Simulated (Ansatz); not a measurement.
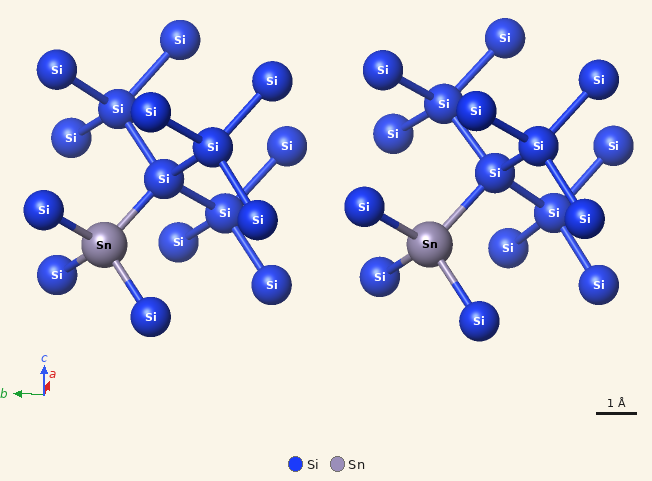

Two geometries of crystalline Si₆₂Sn₂ (a generated structure, set up in P1), drawn at one scale. One is the start of a relaxation, the other its converged end. A ball-and-stick model of the atoms within 4.2 Å of the atom that moves most (axes of the cell of the calculation (origin shifted)), seen from a free direction.

Method: DFT, PBEsol, PAW, plane waves in Ansatz 0.2.0. Settings: plane-wave cutoff 420 eV; k-point mesh 1 × 1 × 1; mesh shifted by (0.5, 0.5, 0.5); no spin polarisation; cell relaxed at fixed shape; force threshold 0.03 eV/Å; at most 80 steps.

Q: Which geometry has the lower energy?

A: The right one is the relaxed one. The largest move relative to the cell is that of a Si atom, 0.21 Å roughly along [1 −1 1]. By element the largest moves are Si 0.21 Å, Sn 0.02 Å. The drawn cell changes as follows: a = b = c 10.932 → 10.946 Å (+0.1 %); the volume changes by +0.4 %. Some distances before and after: Si–Sn 2.316 → 2.533 Å, Si–Sn 2.361 → 2.533 Å, Si–Si 2.429 → 2.355 Å, Si–Si 2.396 → 2.348 Å. Among the angles between lasting bonds that change: Si–Si–Si 107.8° → 114.2°, Si–Si–Sn 111.7° → 106.3°, Si–Si–Si 111.0° → 106.1°. The space group (tolerance 0.01 Å) goes from P1 (No. 1) to P-42m (No. 111). Over 3 geometry steps the energy falls by 32.8 meV per atom. The largest force component goes from 2.1 to 0.021 eV/Å. The pressure goes from 0.93 to 0.04 GPa.
